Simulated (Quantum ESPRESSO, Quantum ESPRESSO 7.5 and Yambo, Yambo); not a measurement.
**LiF (Griceite): G0W0 with Yambo, start to end**

Aim: the G0W0 gap of LiF (Griceite) on PBE, step by step.

Calculated with Quantum ESPRESSO 7.5 and Yambo 5.3.0; PBE and many-body steps on it, plane waves.

## 1. The starting structure

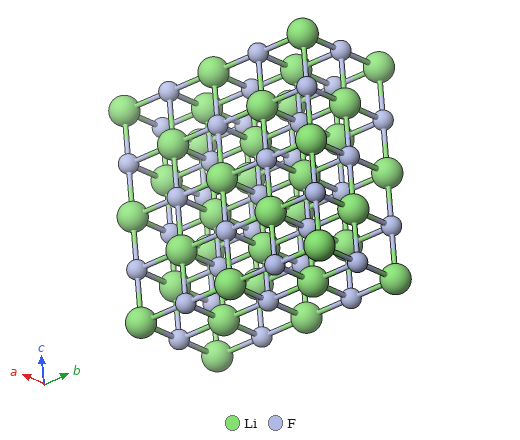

The starting structure, seen from a free direction (lithium green, fluorine light blue). 1×2×2 cells are drawn. This picture shows the conventional cell, with its axes. Some periodic images of atoms are drawn too.

The cell and positions come from the Crystallography Open Database and are kept as given unless a step says otherwise.

## 2. Ground state

This step: Quantum ESPRESSO 7.5; DFT, PBE, plane waves, norm-conserving pseudopotentials.

The ground-state density comes first.

pw.in reads:

```
&control
  calculation = 'scf'
  prefix = 'x'
  outdir = 'o'
  pseudo_dir = 'pseudo'
/
&system
  ibrav = 0
  nat = 2
  ntyp = 2
  ecutwfc = 72.0
  nbnd = 10
  force_symmorphic = .true.
/
&electrons
  conv_thr = 1e-10
  electron_maxstep = 80
  mixing_beta = 0.5
/
ATOMIC_SPECIES
  Li 6.94 Li.upf
  F 18.998 F.upf
CELL_PARAMETERS angstrom
  0.0000000000 2.0140000000 2.0140000000
  2.0140000000 0.0000000000 2.0140000000
  2.0140000000 2.0140000000 -0.0000000000
ATOMIC_POSITIONS crystal
  Li 0.0000000000 0.0000000000 0.0000000000
  F 0.5000000000 0.5000000000 0.5000000000
K_POINTS automatic
  8 8 8 0 0 0
```

Started as:

```sh
$ OMP_NUM_THREADS=1 mpirun -n 4 pw.x -nk 4 -in pw.in > pw.out
```

The log of the run:

```text
Program PWSCF v.7.5 starts

     This program is part of the open-source Quantum ESPRESSO suite
     for quantum simulation of materials; please cite
         "P. Giannozzi et al., J. Phys.:Condens. Matter 21 395502 (2009);
         "P. Giannozzi et al., J. Phys.:Condens. Matter 29 465901 (2017);
         "P. Giannozzi et al., J. Chem. Phys. 152 154105 (2020);
     in publications or presentations arising from this work. More details at
     Message from routine setup:
     using ibrav=0 with symmetry is DISCOURAGED, use correct ibrav instead

     G-vector sticks info

     bravais-lattice index     =            0
     lattice parameter (alat)  =       5.3824  a.u.
     unit-cell volume          =     110.2567 (a.u.)^3
     number of atoms/cell      =            2
     number of atomic types    =            2
     number of electrons       =        10.00
     number of Kohn-Sham states=           10
     kinetic-energy cutoff     =      72.0000  Ry
     charge density cutoff     =     288.0000  Ry
     scf convergence threshold =      1.0E-10
     mixing beta               =       0.5000
     number of iterations used =            8  plain     mixing
     Exchange-correlation= PBE
                           (   1   4   3   4   0   0   0)

     celldm(1)=   5.382367  celldm(2)=   0.000000  celldm(3)=   0.000000
     celldm(4)=   0.000000  celldm(5)=   0.000000  celldm(6)=   0.000000

     crystal axes: (cart. coord. in units of alat)
               a(1) = (   0.000000   0.707107   0.707107 )
               a(2) = (   0.707107   0.000000   0.707107 )
               a(3) = (   0.707107   0.707107  -0.000000 )

     reciprocal axes: (cart. coord. in units 2 pi/alat)
               b(1) = ( -0.707107  0.707107  0.707107 )
               b(2) = (  0.707107 -0.707107  0.707107 )
               b(3) = (  0.707107  0.707107 -0.707107 )
     Pseudo is Norm-conserving, Zval =  3.0
     Generated using ONCVPSP code by D. R. Hamann
     Using radial grid of 1944 points,  4 beta functions with:
     Pseudo is Norm-conserving + core correction, Zval =  7.0
     Generated using ONCVPSP code by D. R. Hamann
     Using radial grid of  832 points,  5 beta functions with:
     Li                3.00     6.94000     Li( 1.00)
     F                 7.00    18.99800     F ( 1.00)

     48 Sym. Ops., with inversion, found

   Cartesian axes

     site n.     atom                  positions (alat units)
         1        Li     tau(   1) = (   0.0000000   0.0000000   0.0000000  )
         2        F      tau(   2) = (   0.7071068   0.7071068   0.7071068  )

     number of k points=    29
                       cart. coord. in units 2pi/alat
        k(    1) = (   0.0000000   0.0000000   0.0000000), wk =   0.0039062
        k(    2) = (   0.0883883   0.0883883  -0.0883883), wk =   0.0312500
        k(    3) = (   0.1767767   0.1767767  -0.1767767), wk =   0.0312500
        k(    4) = (   0.2651650   0.2651650  -0.2651650), wk =   0.0312500
        k(    5) = (  -0.3535534  -0.3535534   0.3535534), wk =   0.0156250
        k(    6) = (   0.1767767   0.0000000   0.0000000), wk =   0.0234375
        k(    7) = (   0.2651650   0.0883883  -0.0883883), wk =   0.0937500
        k(    8) = (   0.3535534   0.1767767  -0.1767767), wk =   0.0937500
        k(    9) = (  -0.2651650  -0.4419417   0.4419417), wk =   0.0937500
        k(   10) = (  -0.1767767  -0.3535534   0.3535534), wk =   0.0937500
     [... 17 further rows ...]
        k(   28) = (  -0.7071068   0.1767767  -0.0000000), wk =   0.0468750
        k(   29) = (  -0.7071068   0.3535534   0.0000000), wk =   0.0234375

     Dense  grid:     9185 G-vectors     FFT dimensions: (  30,  30,  30)

     Initial potential from superposition of free atoms

     starting charge       9.9954, renormalised to      10.0000
     Starting wfcs are    6 randomized atomic wfcs +    4 random wfcs

     per-process dynamical memory:    10.8 Mb

     Self-consistent Calculation

     iteration #  1     ecut=    72.00 Ry     beta= 0.50

     total energy              =     -63.94789897 Ry
     estimated scf accuracy    <       0.11923085 Ry

     iteration #  2     ecut=    72.00 Ry     beta= 0.50

     total energy              =     -63.97944565 Ry
     estimated scf accuracy    <       0.01212648 Ry

     iteration #  3     ecut=    72.00 Ry     beta= 0.50

     total energy              =     -63.98144994 Ry
     estimated scf accuracy    <       0.00133569 Ry

     iteration #  4     ecut=    72.00 Ry     beta= 0.50

     total energy              =     -63.98156812 Ry
     estimated scf accuracy    <       0.00003780 Ry

     iteration #  5     ecut=    72.00 Ry     beta= 0.50

     total energy              =     -63.98157171 Ry
     estimated scf accuracy    <       0.00000354 Ry

     iteration #  6     ecut=    72.00 Ry     beta= 0.50

     total energy              =     -63.98157240 Ry
     estimated scf accuracy    <          8.2E-09 Ry

     iteration #  7     ecut=    72.00 Ry     beta= 0.50

     total energy              =     -63.98157241 Ry
     estimated scf accuracy    <          4.4E-09 Ry

     iteration #  8     ecut=    72.00 Ry     beta= 0.50

     total energy              =     -63.98157241 Ry
     estimated scf accuracy    <          2.9E-10 Ry

     iteration #  9     ecut=    72.00 Ry     beta= 0.50

     End of self-consistent calculation

          k = 0.0000 0.0000 0.0000 (  1139 PWs)   bands (ev):

   -39.9378 -18.9883   0.9065   0.9065   0.9065  10.0211  24.8974  24.8974
    24.8974  25.3125

          k = 0.0884 0.0884-0.0884 (  1143 PWs)   bands (ev):

   -39.9292 -18.9290   0.4741   0.8716   0.8716  10.4588  21.5470  23.2809
    23.2809  26.5804

          k = 0.1768 0.1768-0.1768 (  1131 PWs)   bands (ev):

   -39.9086 -18.7808  -0.4525   0.7900   0.7900  11.2836  18.8900  21.5015
    21.5015  27.9954

          k = 0.2652 0.2652-0.2652 (  1143 PWs)   bands (ev):

     [... further k-points ...]

     highest occupied, lowest unoccupied level (ev):     0.9065   10.0211

!    total energy              =     -63.98157241 Ry
     estimated scf accuracy    <          2.3E-11 Ry

     The total energy is the sum of the following terms:
     one-electron contribution =     -25.10600909 Ry
     hartree contribution      =      16.67746653 Ry
     xc contribution           =     -14.60475319 Ry
     ewald contribution        =     -40.94827666 Ry

     convergence has been achieved in   9 iterations

     XML data file, charge density, pseudopotentials, collected wavefunctions

=------------------------------------------------------------------------------=
   JOB DONE.
=------------------------------------------------------------------------------=
```

Wall time 2.1 s (4 MPI ranks of Arm Neoverse V1, shared host); peak memory 0.19 GiB.

Numbers from this step:

```
total energy               : -870.5136 eV
gap                        : 9.115 eV
k of the valence top       : 0, 0, 0
k of the conduction bottom : 0, 0, 0
least direct gap           : 9.115 eV
```

The gap is direct, at Γ.

## 3. Bands along the symmetry lines

Levels along a band path, at the cheap level, show where the edges lie and whether the meshes to come will hold them.

pw.in reads:

```
&control
  calculation = 'bands'
  prefix = 'x'
  outdir = 'o'
  pseudo_dir = 'pseudo'
/
&system
  ibrav = 0
  nat = 2
  ntyp = 2
  ecutwfc = 72.0
  nbnd = 11
  force_symmorphic = .true.
/
&electrons
  conv_thr = 1e-9
  electron_maxstep = 80
  diago_full_acc = .true.
  diago_thr_init = 5e-6
/
ATOMIC_SPECIES
  Li 6.94 Li.upf
  F 18.998 F.upf
CELL_PARAMETERS angstrom
  0.0000000000 2.0140000000 2.0140000000
  2.0140000000 0.0000000000 2.0140000000
  2.0140000000 2.0140000000 -0.0000000000
ATOMIC_POSITIONS crystal
  Li 0.0000000000 0.0000000000 0.0000000000
  F 0.5000000000 0.5000000000 0.5000000000
K_POINTS crystal
  50
  0.00000000 0.00000000 0.00000000 1
  0.06250000 0.00000000 0.06250000 1
  0.12500000 0.00000000 0.12500000 1
  0.18750000 0.00000000 0.18750000 1
  0.25000000 0.00000000 0.25000000 1
  0.31250000 0.00000000 0.31250000 1
  0.37500000 0.00000000 0.37500000 1
  0.43750000 0.00000000 0.43750000 1
  0.50000000 0.00000000 0.50000000 1
  0.51562500 0.03125000 0.51562500 1
  0.53125000 0.06250000 0.53125000 1
  0.54687500 0.09375000 0.54687500 1
  0.56250000 0.12500000 0.56250000 1
  0.57812500 0.15625000 0.57812500 1
  0.59375000 0.18750000 0.59375000 1
  0.60937500 0.21875000 0.60937500 1
  0.62500000 0.25000000 0.62500000 1
  0.37500000 0.37500000 0.75000000 1
  0.32812500 0.32812500 0.65625000 1
  0.28125000 0.28125000 0.56250000 1
  0.23437500 0.23437500 0.46875000 1
  0.18750000 0.18750000 0.37500000 1
  0.14062500 0.14062500 0.28125000 1
  0.09375000 0.09375000 0.18750000 1
  0.04687500 0.04687500 0.09375000 1
  0.00000000 0.00000000 0.00000000 1
  0.06250000 0.06250000 0.06250000 1
  0.12500000 0.12500000 0.12500000 1
  0.18750000 0.18750000 0.18750000 1
  0.25000000 0.25000000 0.25000000 1
  0.31250000 0.31250000 0.31250000 1
  0.37500000 0.37500000 0.37500000 1
  0.43750000 0.43750000 0.43750000 1
  0.50000000 0.50000000 0.50000000 1
  0.50000000 0.46875000 0.53125000 1
  0.50000000 0.43750000 0.56250000 1
  0.50000000 0.40625000 0.59375000 1
  0.50000000 0.37500000 0.62500000 1
  0.50000000 0.34375000 0.65625000 1
  0.50000000 0.31250000 0.68750000 1
  0.50000000 0.28125000 0.71875000 1
  0.50000000 0.25000000 0.75000000 1
  0.50000000 0.21875000 0.71875000 1
  0.50000000 0.18750000 0.68750000 1
  0.50000000 0.15625000 0.65625000 1
  0.50000000 0.12500000 0.62500000 1
  0.50000000 0.09375000 0.59375000 1
  0.50000000 0.06250000 0.56250000 1
  0.50000000 0.03125000 0.53125000 1
  0.50000000 0.00000000 0.50000000 1
```

The log of the run:

```text
[banner, memory and clock lines left out]
Program PWSCF v.7.5 starts

     Atomic positions and unit cell read from directory:
     o/x.save/

     Message from routine setup:
     using ibrav=0 with symmetry is DISCOURAGED, use correct ibrav instead

     G-vector sticks info

     bravais-lattice index     =            0
     lattice parameter (alat)  =       5.3824  a.u.
     unit-cell volume          =     110.2567 (a.u.)^3
     number of atoms/cell      =            2
     number of atomic types    =            2
     number of electrons       =        10.00
     number of Kohn-Sham states=           11
     kinetic-energy cutoff     =      72.0000  Ry
     charge density cutoff     =     288.0000  Ry
     Exchange-correlation= PBE
                           (   1   4   3   4   0   0   0)

     celldm(1)=   5.382367  celldm(2)=   0.000000  celldm(3)=   0.000000
     celldm(4)=   0.000000  celldm(5)=   0.000000  celldm(6)=   0.000000

     crystal axes: (cart. coord. in units of alat)
               a(1) = (   0.000000   0.707107   0.707107 )
               a(2) = (   0.707107   0.000000   0.707107 )
               a(3) = (   0.707107   0.707107  -0.000000 )

     reciprocal axes: (cart. coord. in units 2 pi/alat)
               b(1) = ( -0.707107  0.707107  0.707107 )
               b(2) = (  0.707107 -0.707107  0.707107 )
               b(3) = (  0.707107  0.707107 -0.707107 )
     Pseudo is Norm-conserving, Zval =  3.0
     Generated using ONCVPSP code by D. R. Hamann
     Using radial grid of 1944 points,  4 beta functions with:
     Pseudo is Norm-conserving + core correction, Zval =  7.0
     Generated using ONCVPSP code by D. R. Hamann
     Using radial grid of  832 points,  5 beta functions with:
     Li                3.00     6.94000     Li( 1.00)
     F                 7.00    18.99800     F ( 1.00)

     48 Sym. Ops., with inversion, found

   Cartesian axes

     site n.     atom                  positions (alat units)
         1        Li     tau(   1) = (   0.0000000   0.0000000   0.0000000  )
         2        F      tau(   2) = (   0.7071068   0.7071068   0.7071068  )

     number of k points=    50
                       cart. coord. in units 2pi/alat
        k(    1) = (   0.0000000   0.0000000   0.0000000), wk =   0.0400000
        k(    2) = (   0.0000000   0.0883883   0.0000000), wk =   0.0400000
        k(    3) = (   0.0000000   0.1767767   0.0000000), wk =   0.0400000
[...]
[... 38 further rows ...]
        k(   49) = (   0.0441942   0.7071068   0.0000000), wk =   0.0400000
        k(   50) = (   0.0000000   0.7071068   0.0000000), wk =   0.0400000

     Dense  grid:     9185 G-vectors     FFT dimensions: (  30,  30,  30)

     The potential is recalculated from file :
     o/x.save/charge-density

     Starting wfcs are    6 randomized atomic wfcs +    5 random wfcs

     Band Structure Calculation

     End of band structure calculation

          k = 0.0000 0.0000 0.0000 (  1139 PWs)   bands (ev):

   -39.9378 -18.9883   0.9065   0.9065   0.9065  10.0211  24.8974  24.8974
    24.8974  25.3125  25.3125

          k = 0.0000 0.0884 0.0000 (  1147 PWs)   bands (ev):

   -39.9348 -18.9678   0.8035   0.8673   0.8673  10.1833  23.7304  23.7304
    24.1913  24.2895  26.8324

          k = 0.0000 0.1768 0.0000 (  1155 PWs)   bands (ev):

   -39.9265 -18.9071   0.5061   0.7562   0.7562  10.6553  22.5118  22.7158
    22.7158  23.0257  28.8911

          k =-0.0000 0.2652 0.0000 (  1146 PWs)   bands (ev):

[...]
k = 0.0000 0.4419-0.0000 (  1126 PWs)   bands (ev):

[...]
k =-0.0000 0.5303 0.0000 (  1142 PWs)   bands (ev):

[...]
k = 0.0000 0.6187-0.0000 (  1138 PWs)   bands (ev):

[...]
k = 0.4640 0.4640-0.0000 (  1141 PWs)   bands (ev):

[...]
k = 0.3315 0.3315-0.0000 (  1135 PWs)   bands (ev):

[...]
k = 0.3094 0.7071-0.0000 (  1134 PWs)   bands (ev):

[...]
k = 0.2210 0.7071-0.0000 (  1138 PWs)   bands (ev):

[...]
k = 0.1768 0.7071-0.0000 (  1142 PWs)   bands (ev):

[...]
k = 0.0442 0.7071 0.0000 (  1142 PWs)   bands (ev):

   -39.8644 -18.2931  -2.0598  -0.1059  -0.0759  15.7296  17.3711  18.3945
    21.1240  21.3413  34.3419

          k = 0.0000 0.7071 0.0000 (  1138 PWs)   bands (ev):

   -39.8644 -18.2921  -2.0764  -0.0833  -0.0833  15.7282  17.4514  18.3945
    21.1639  21.1639  34.3039

     XML data file, pseudopotentials, collected wavefunctions
```

The job ended after 1.4 s (4 MPI ranks; peak memory 0.05 GiB; 5.3 s of CPU time).

Numbers from this step:

```
gap                        : 9.114 eV
k of the valence top       : 0.0469, 0.0469, 0.0938
k of the conduction bottom : 0, 0, 0
least direct gap           : 9.115 eV
```

The gap is 9.114 eV, −0.001 eV from the run before at this level.

Electronic bands along the path, in eV, zero at the top of the highest filled band; v1 is the highest filled band, c1 the lowest empty one:

```tsv
point	v4	v3	v2	v1	c1	c2	c3	c4
Γ	-19.90	0.00	0.00	0.00	9.11	23.99	23.99	23.99
X	-19.20	-2.98	-0.99	-0.99	14.82	16.54	17.49	20.26
U	-19.24	-2.48	-1.55	-0.73	14.53	14.92	18.45	19.69
jump to K	-19.24	-2.48	-1.55	-0.73	14.53	14.92	18.45	19.69
Γ	-19.90	0.00	0.00	0.00	9.11	23.99	23.99	23.99
L	-19.46	-2.50	-0.23	-0.23	10.83	16.74	18.94	18.94
W	-19.23	-2.06	-2.06	-0.79	15.08	15.08	17.48	19.28
X	-19.20	-2.98	-0.99	-0.99	14.82	16.54	17.49	20.26
```

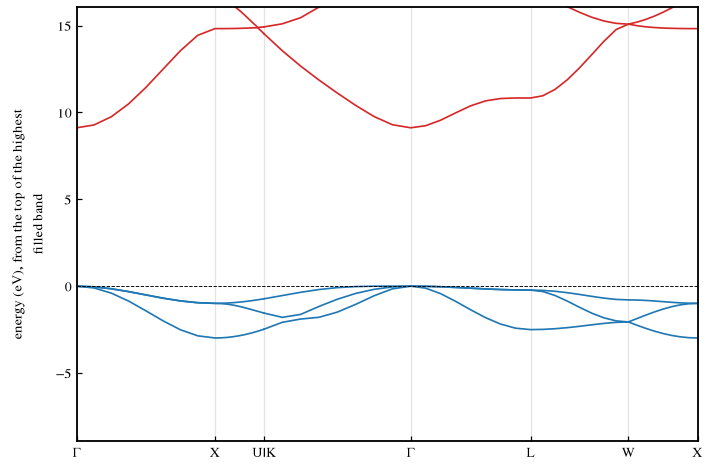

Electronic bands along the path; lines of filled and empty bands in two colours.

## 4. Empty states on the mesh, 8×8×8 mesh, 197 bands

The sums over transitions need many empty states on a uniform mesh; this step solves for them.

pw.in reads:

```
&control
  calculation = 'nscf'
  prefix = 'x'
  outdir = 'o'
  pseudo_dir = 'pseudo'
/
&system
  ibrav = 0
  nat = 2
  ntyp = 2
  ecutwfc = 72.0
  nbnd = 197
  force_symmorphic = .true.
/
&electrons
  conv_thr = 1e-9
  electron_maxstep = 80
  diago_full_acc = .true.
  diago_thr_init = 5e-6
/
ATOMIC_SPECIES
  Li 6.94 Li.upf
  F 18.998 F.upf
CELL_PARAMETERS angstrom
  0.0000000000 2.0140000000 2.0140000000
  2.0140000000 0.0000000000 2.0140000000
  2.0140000000 2.0140000000 -0.0000000000
ATOMIC_POSITIONS crystal
  Li 0.0000000000 0.0000000000 0.0000000000
  F 0.5000000000 0.5000000000 0.5000000000
K_POINTS automatic
  8 8 8 0 0 0
```

The log of the run:

```text
[banner, memory and clock lines left out]
Program PWSCF v.7.5 starts

     Atomic positions and unit cell read from directory:
     o/x.save/

     Message from routine setup:
     using ibrav=0 with symmetry is DISCOURAGED, use correct ibrav instead

     G-vector sticks info

     bravais-lattice index     =            0
     lattice parameter (alat)  =       5.3824  a.u.
     unit-cell volume          =     110.2567 (a.u.)^3
     number of atoms/cell      =            2
     number of atomic types    =            2
     number of electrons       =        10.00
     number of Kohn-Sham states=          197
     kinetic-energy cutoff     =      72.0000  Ry
     charge density cutoff     =     288.0000  Ry
     Exchange-correlation= PBE
                           (   1   4   3   4   0   0   0)

     celldm(1)=   5.382367  celldm(2)=   0.000000  celldm(3)=   0.000000
     celldm(4)=   0.000000  celldm(5)=   0.000000  celldm(6)=   0.000000

     crystal axes: (cart. coord. in units of alat)
               a(1) = (   0.000000   0.707107   0.707107 )
               a(2) = (   0.707107   0.000000   0.707107 )
               a(3) = (   0.707107   0.707107  -0.000000 )

     reciprocal axes: (cart. coord. in units 2 pi/alat)
               b(1) = ( -0.707107  0.707107  0.707107 )
               b(2) = (  0.707107 -0.707107  0.707107 )
               b(3) = (  0.707107  0.707107 -0.707107 )
     Pseudo is Norm-conserving, Zval =  3.0
     Generated using ONCVPSP code by D. R. Hamann
     Using radial grid of 1944 points,  4 beta functions with:
     Pseudo is Norm-conserving + core correction, Zval =  7.0
     Generated using ONCVPSP code by D. R. Hamann
     Using radial grid of  832 points,  5 beta functions with:
     Li                3.00     6.94000     Li( 1.00)
     F                 7.00    18.99800     F ( 1.00)

     48 Sym. Ops., with inversion, found

   Cartesian axes

     site n.     atom                  positions (alat units)
         1        Li     tau(   1) = (   0.0000000   0.0000000   0.0000000  )
         2        F      tau(   2) = (   0.7071068   0.7071068   0.7071068  )

     number of k points=    29
                       cart. coord. in units 2pi/alat
        k(    1) = (   0.0000000   0.0000000   0.0000000), wk =   0.0039062
        k(    2) = (   0.0883883   0.0883883  -0.0883883), wk =   0.0312500
        k(    3) = (   0.1767767   0.1767767  -0.1767767), wk =   0.0312500
[...]
[... 17 further rows ...]
        k(   28) = (  -0.7071068   0.1767767  -0.0000000), wk =   0.0468750
        k(   29) = (  -0.7071068   0.3535534   0.0000000), wk =   0.0234375

     Dense  grid:     9185 G-vectors     FFT dimensions: (  30,  30,  30)

     The potential is recalculated from file :
     o/x.save/charge-density

     Starting wfcs are    6 randomized atomic wfcs +  191 random wfcs

     Band Structure Calculation

     End of band structure calculation

          k = 0.0000 0.0000 0.0000 (  1139 PWs)   bands (ev):

   -39.9378 -18.9883   0.9065   0.9065   0.9065  10.0211  24.8974  24.8974
    24.8974  25.3125  25.3125  25.3125  28.2845  32.4832  32.4832  45.8414
    45.8414  45.8414  49.6073  65.9888  65.9888  65.9888  68.3857  69.5444
[...]
[... 13 further rows ...]
[...]
309.2794 312.8357 312.8357 312.8357 314.0033

          k = 0.0884 0.0884-0.0884 (  1143 PWs)   bands (ev):

[...]
[... 13 further rows ...]
[...]
303.5440 304.2563 304.3479 304.8511 304.8511

          k = 0.1768 0.1768-0.1768 (  1131 PWs)   bands (ev):

[...]
150.7703 153.0935 153.5428 153.5428 155.4267 158.6091 158.6091 162.3432
     [... 13 further rows ...]
   285.6512 285.6512 287.2200 287.2200 288.3536 289.4945 289.4945 289.7971
   291.2772 292.5382 294.9486 294.9486 297.8856

          k = 0.2652 0.2652-0.2652 (  1143 PWs)   bands (ev):

     [... further k-points ...]

     highest occupied, lowest unoccupied level (ev):     0.9065   10.0211

     XML data file, pseudopotentials, collected wavefunctions
```

Run time: 20 s. Hardware: 4 MPI ranks; peak memory 0.27 GiB.

Numbers from this step:

| Property | Result |
| --- | --- |
| gap | 9.115 eV |
| k of the valence top | 0, 0, 0 |
| k of the conduction bottom | 0, 0, 0 |
| least direct gap | 9.115 eV |
| k points computed | 29 |
| lowest point of the top converged band, above the valence top | 283.5368 eV |

On this mesh the gap is 9.115 eV.

(Continued in part 2 of 2.)

[Paths, hosts, dates, memory and timing lines, banners, echoed tables and standing remarks are left out of the program output.]

[Logs are printed without paths, hosts, clocks, repeated set-up lines and the standing remarks that a program may print on its own settings, such as how far it seeks lower states.]

[Runs of the session that timed out or met a known fault of the program may be left out.]

[Hosts, paths, dates, database ids (printed as entryN), source tags and the programs' standing remarks are cut or masked in the printed files.]
